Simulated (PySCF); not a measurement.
# C₃H₃AlF₂: NMR shifts at several levels of theory, part 2 of 2

PySCF 2.14.0. Atoms count from 0. Earlier steps stand in the parts before.

### 9 NMR shieldings: LC-wPBE/pcSseg-2

The job: settings as JSON, then the geometry in Å.

```
{"job": {"kind": "nmr", "xc": "LC-wPBE", "basis": "pcSseg-2", "pop": false}, "charge": 0, "multiplicity": 1}
F      2.380095     2.046450    -0.300308
Al     1.818670     0.512043    -0.039005
F      2.958575    -0.659489     0.211901
C     -0.034190     0.115500    -0.024041
C     -1.277030     0.528114    -0.084951
C     -1.143198    -0.932379     0.085429
H     -1.958424     1.372076    -0.180323
H     -1.331849    -1.604768    -0.764813
H     -1.353610    -1.394738     1.061413
```

With the program's defaults for keys left out, this is: GIAO LC-wPBE/pcSseg-2 NMR shielding, non-relativistic, gas phase.

Output:

```text
coarse grid: 8920 points
cycle   1  E = -558.0461017672  dE =  6.894e-01  |g| = 8.661e-01  |ddm| = 2.255e+00
cycle   2  E = -558.0373198152  dE =  8.782e-03  |g| = 1.043e+00  |ddm| = 8.984e-01
cycle   3  E = -558.1792015927  dE = -1.419e-01  |g| = 4.370e-02  |ddm| = 4.039e-01
cycle   4  E = -558.1800241685  dE = -8.226e-04  |g| = 2.402e-02  |ddm| = 8.793e-02
cycle   5  E = -558.1801633915  dE = -1.392e-04  |g| = 1.012e-02  |ddm| = 3.556e-02
cycle   6  E = -558.1801909100  dE = -2.752e-05  |g| = 2.417e-03  |ddm| = 1.053e-02
cycle   7  E = -558.1801931890  dE = -2.279e-06  |g| = 7.064e-04  |ddm| = 4.888e-03
final grid: 84840 points
cycle   8  E = -558.1889552266  dE = -1.465e-04  |g| = 9.693e-03  |ddm| = 3.701e-02
cycle   9  E = -558.1889565149  dE = -1.288e-06  |g| = 9.641e-03  |ddm| = 7.831e-03
cycle  10  E = -558.1889680362  dE = -1.152e-05  |g| = 1.000e-03  |ddm| = 3.523e-03
cycle  11  E = -558.1889682446  dE = -2.083e-07  |g| = 2.639e-04  |ddm| = 7.157e-04
cycle  12  E = -558.1889682570  dE = -1.240e-08  |g| = 7.346e-05  |ddm| = 1.838e-04
cycle  13  E = -558.1889682582  dE = -1.246e-09  |g| = 1.883e-05  |ddm| = 7.594e-05
cycle  14  E = -558.1889682584  dE = -1.617e-10  |g| = 1.140e-05  |ddm| = 3.097e-05
converged SCF energy = -558.1889682584

GIAO shielding tensors (ppm)
atom      isotropic    diamagn.    paramagn.     s11        s22        s33       span
  0 F      361.422     467.094    -105.671    310.594    331.822    441.851    131.257
  1 Al     463.074     791.601    -328.527    374.756    480.434    534.030    159.274
  2 F      359.580     466.842    -107.263    299.271    332.582    446.886    147.615
  3 C       63.765     251.994    -188.229    -93.894     72.360    212.828    306.722
  4 C       17.335     258.030    -240.695   -183.854     53.743    182.115    365.969
  5 C      183.264     242.046     -58.781    136.017    160.247    253.528    117.511
  6 H       22.009      30.159      -8.150     15.417     23.994     26.616     11.200
  7 H       30.111      29.346       0.764     25.023     26.470     38.838     13.815
  8 H       30.142      29.353       0.789     25.062     26.471     38.894     13.833
```

Wall time 47 s (1 thread of Arm Neoverse V1, shared host); peak memory 1 GiB.

In short: δ C4 171.0, C3 124.5, C5 5.0, F0 -156.9, H6 9.31, H7 1.19 ppm (means over like atoms).

### 10 NMR shieldings: PBE0/6-31G

Settings changed since step 9:

```diff
@@ -1,2 +1,2 @@
-{"job": {"kind": "nmr", "xc": "LC-wPBE", "basis": "pcSseg-2", "pop": false}, "charge": 0, "multiplicity": 1}
+{"job": {"kind": "nmr", "xc": "PBE0", "basis": "6-31G", "pop": true}, "charge": 0, "multiplicity": 1}
 F      2.380095     2.046450    -0.300308
```

Level: GIAO PBE0/6-31G NMR shielding, non-relativistic, gas phase.

Output:

```text
coarse grid: 8920 points
cycle   1  E = -557.6192218733  dE =  7.445e-01  |g| = 8.698e-01  |ddm| = 2.910e+00
cycle   2  E = -557.4343487549  dE =  1.849e-01  |g| = 1.392e+00  |ddm| = 1.776e+00
cycle   3  E = -557.7594546968  dE = -3.251e-01  |g| = 7.820e-02  |ddm| = 1.061e+00
cycle   4  E = -557.7609041354  dE = -1.449e-03  |g| = 3.775e-02  |ddm| = 1.484e-01
cycle   5  E = -557.7612220643  dE = -3.179e-04  |g| = 1.628e-02  |ddm| = 4.742e-02
cycle   6  E = -557.7612939260  dE = -7.186e-05  |g| = 1.666e-03  |ddm| = 1.619e-02
cycle   7  E = -557.7612945418  dE = -6.158e-07  |g| = 2.941e-04  |ddm| = 1.744e-03
final grid: 84840 points
cycle   8  E = -557.7343480548  dE = -1.229e-05  |g| = 5.863e-03  |ddm| = 1.402e-02
cycle   9  E = -557.7343438122  dE =  4.243e-06  |g| = 7.562e-03  |ddm| = 1.499e-02
cycle  10  E = -557.7343570863  dE = -1.327e-05  |g| = 8.213e-04  |ddm| = 7.960e-03
cycle  11  E = -557.7343572221  dE = -1.358e-07  |g| = 1.424e-04  |ddm| = 8.268e-04
cycle  12  E = -557.7343572244  dE = -2.286e-09  |g| = 1.135e-04  |ddm| = 2.477e-04
cycle  13  E = -557.7343572277  dE = -3.309e-09  |g| = 8.969e-06  |ddm| = 1.003e-04
cycle  14  E = -557.7343572277  dE = -1.830e-11  |g| = 5.177e-06  |ddm| = 1.718e-05
converged SCF energy = -557.7343572277

GIAO shielding tensors (ppm)
atom      isotropic    diamagn.    paramagn.     s11        s22        s33       span
  0 F      344.988     469.681    -124.693    268.320    342.729    423.914    155.594
  1 Al     504.612     791.486    -286.874    432.621    518.034    563.181    130.560
  2 F      343.340     469.741    -126.401    251.972    346.699    431.349    179.378
  3 C       90.755     258.191    -167.435    -40.905     98.916    214.256    255.161
  4 C       51.676     263.658    -211.983   -111.487     71.951    194.563    306.050
  5 C      193.654     252.407     -58.753    146.819    174.909    259.233    112.414
  6 H       23.855      29.742      -5.887     18.713     26.416     26.437      7.724
  7 H       31.026      29.888       1.138     26.129     27.523     39.427     13.297
  8 H       31.053      29.888       1.164     26.155     27.531     39.471     13.315
```

Run time: 5.1 s. Hardware: 1 thread of Arm Neoverse V1, shared host; peak memory 0.48 GiB.

This run: δ C4 147.9, C3 108.8, C5 5.9, F0 -166.8, H6 8.76, H7 1.57 ppm (means over like atoms).

### 11 NMR shieldings: PBE0/STO-3G

Settings changed since step 10:

```diff
@@ -1,2 +1,2 @@
-{"job": {"kind": "nmr", "xc": "PBE0", "basis": "6-31G", "pop": true}, "charge": 0, "multiplicity": 1}
+{"job": {"kind": "nmr", "xc": "PBE0", "basis": "STO-3G", "pop": true}, "charge": 0, "multiplicity": 1}
 F      2.380095     2.046450    -0.300308
```

With the program's defaults for keys left out, this is: GIAO PBE0/STO-3G NMR shielding, non-relativistic, gas phase.

Output:

```text
coarse grid: 8920 points
cycle   1  E = -550.4756893825  dE =  5.859e-01  |g| = 5.922e-01  |ddm| = 4.045e+00
cycle   2  E = -550.3586922913  dE =  1.170e-01  |g| = 9.059e-01  |ddm| = 2.351e+00
cycle   3  E = -550.6447469631  dE = -2.861e-01  |g| = 5.362e-02  |ddm| = 1.316e+00
cycle   4  E = -550.6454784412  dE = -7.315e-04  |g| = 3.208e-02  |ddm| = 1.254e-01
cycle   5  E = -550.6457259100  dE = -2.475e-04  |g| = 1.702e-02  |ddm| = 5.499e-02
cycle   6  E = -550.6458099555  dE = -8.405e-05  |g| = 2.173e-03  |ddm| = 2.074e-02
cycle   7  E = -550.6458114001  dE = -1.445e-06  |g| = 6.009e-04  |ddm| = 3.671e-03
final grid: 84840 points
cycle   8  E = -550.6021070135  dE = -8.610e-06  |g| = 2.380e-03  |ddm| = 1.279e-02
cycle   9  E = -550.6021072327  dE = -2.192e-07  |g| = 2.370e-03  |ddm| = 8.050e-03
cycle  10  E = -550.6021093700  dE = -2.137e-06  |g| = 5.249e-04  |ddm| = 4.199e-03
cycle  11  E = -550.6021094482  dE = -7.815e-08  |g| = 1.623e-04  |ddm| = 7.534e-04
cycle  12  E = -550.6021094560  dE = -7.825e-09  |g| = 4.213e-05  |ddm| = 2.456e-04
cycle  13  E = -550.6021094566  dE = -6.016e-10  |g| = 1.289e-05  |ddm| = 7.802e-05
converged SCF energy = -550.6021094566

GIAO shielding tensors (ppm)
atom      isotropic    diamagn.    paramagn.     s11        s22        s33       span
  0 F      401.041     456.156     -55.115    276.217    348.070    578.836    302.619
  1 Al     436.980     782.406    -345.427    390.104    431.045    489.790     99.686
  2 F      401.685     456.254     -54.570    268.533    354.007    582.514    313.981
  3 C      125.947     258.932    -132.985      1.209    130.622    246.011    244.802
  4 C      121.775     263.706    -141.930    -14.846    162.521    217.651    232.497
  5 C      222.125     252.932     -30.807    180.732    202.974    282.668    101.936
  6 H       26.220      31.252      -5.032     21.423     27.371     29.867      8.444
  7 H       32.147      31.360       0.786     27.528     28.288     40.624     13.096
  8 H       32.158      31.382       0.775     27.541     28.274     40.658     13.117
```

Run time: 2.8 s. Hardware: 1 thread of Arm Neoverse V1, shared host; peak memory 0.48 GiB.

This run: δ C4 112.9, C3 108.7, C5 12.6, F0 -97.0, H6 6.38, H7 0.45 ppm (means over like atoms).

### 12 Run by run: NMR shifts

Shifts (ppm), means over like atoms, with basis size and wall time:

| run | C4 | C3 | C5 | H6 | H7 | F0 | Al1 | functions | time |
| --- | --- | --- | --- | --- | --- | --- | --- | --- | --- |
| PBE0/pcSseg-2 | 164.7 | 117.5 | 6.7 | 9.24 | 1.20 | -178.2 | 18.6 | 265 | 30 s |
| mPW1PW91/pcSseg-2 | 164.8 | 117.5 | 6.8 | 9.22 | 1.20 | -178.0 | 16.8 | 265 | 28 s |
| WP04/pcSseg-2 | 161.3 | 116.2 | 8.2 | 8.77 | 1.18 | -192.1 | -4.4 | 265 | 31 s |
| B97-2/pcSseg-2 | 160.9 | 114.1 | 6.9 | 9.16 | 1.19 | -181.4 | 15.9 | 265 | 29 s |
| BHandHLYP/pcSseg-2 | 167.6 | 119.0 | 4.3 | 9.47 | 1.26 | -164.2 | 12.0 | 265 | 28 s |
| CAM-B3LYP/pcSseg-2 | 167.7 | 121.4 | 4.6 | 9.32 | 1.23 | -167.2 | 19.9 | 265 | 40 s |
| wB97X-D/pcSseg-2 | 166.4 | 119.0 | 5.9 | 9.28 | 1.19 | -171.3 | 16.7 | 265 | 39 s |
| LC-wPBE/pcSseg-2 | 171.0 | 124.5 | 5.0 | 9.31 | 1.19 | -156.9 | 21.8 | 265 | 47 s |
| PBE0/6-31G | 147.9 | 108.8 | 5.9 | 8.76 | 1.57 | -166.8 | 38.0 | 64 | 5.1 s |
| PBE0/STO-3G | 112.9 | 108.7 | 12.6 | 6.38 | 0.45 | -97.0 | 38.0 | 37 | 2.8 s |

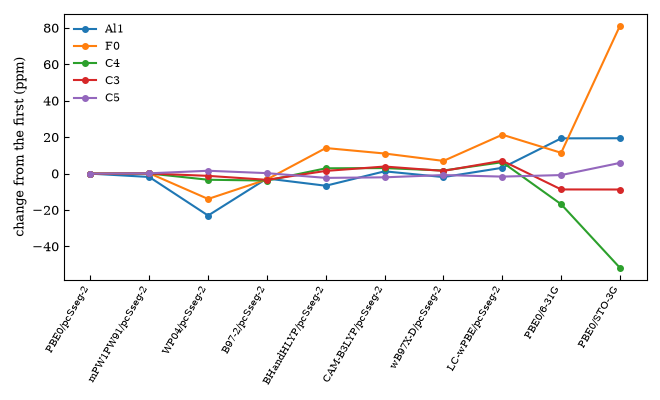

How five of the tabulated atoms move from run to run.

### 13 What came out

This closing draws on all 2 parts.

| quantity | value |
| --- | --- |
| 13C shifts against TMS (PBE0/pcSseg-2) | 164.7, 117.5, 6.7 ppm |
| 1H shifts against TMS (PBE0/pcSseg-2, means over atoms taken as alike) | 9.24, 1.20 ppm |
| 19F shifts against CFCl3 (PBE0/pcSseg-2, means over atoms taken as alike) | -178.2 ppm |
| 27Al shifts against AlH4- (PBE0/pcSseg-2) | 18.6 ppm |
| range of the shift of Al1 (minimal bases aside) | -4.4 to 38.0 ppm |
| property runs in this session | 10, of which 0 failed and 1 gave unsound results |

Single values in the summary come from the first sound run of each kind (PBE0/pcSseg-2), which need not be the best level. At PBE0/pcSseg-2: The widest tensor belongs to C4: span 347 ppm, with a paramagnetic part of -240 ppm. Leaving out the minimal-basis runs, which are unusable for shieldings: In ppm, Al1 moves most: its shift spreads over 42.4 ppm, from -4.4 (WP04/pcSseg-2) to 38.0 (PBE0/6-31G).
